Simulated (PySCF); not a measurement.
SMILES [SiH2](CCC)C=O at its GFN2-xTB optimised geometry (Å):

```
16

C      2.4677    -1.4271     0.0840
C      0.9438    -1.4545     0.0769
C      0.3517    -0.0483     0.0000
Si    -1.5509    -0.0483     0.0000
C     -2.1216     1.7840     0.0000
O     -2.8697     2.2619    -0.8138
H      2.8697    -2.4360     0.1416
H      2.8349    -0.8621     0.9384
H      2.8452    -0.9588    -0.8229
H      0.5861    -1.9491     0.9820
H      0.5965    -2.0422    -0.7749
H      0.7308     0.4427    -0.9001
H      0.7246     0.5345     0.8465
H     -2.0613    -0.6316     1.2474
H     -2.1078    -0.7195    -1.1724
H     -1.7353     2.4360     0.8168
```

Calculation: PBE/def2-TZVP run with PySCF. Cells within 0.4 Å of a nucleus heavier than hydrogen are left out (blank, or x).

Map of the deformation density (molecule minus spherical neutral atoms) (e/bohr³) on the plane z = 0.0 Å:

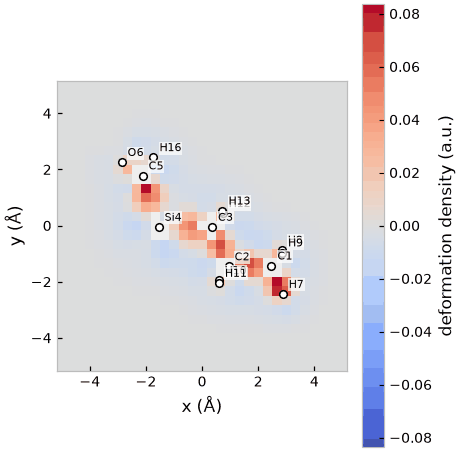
Fig. 1. Deformation density (molecule minus spherical neutral atoms) (e/bohr³) on the plane z = 0.0 Å.
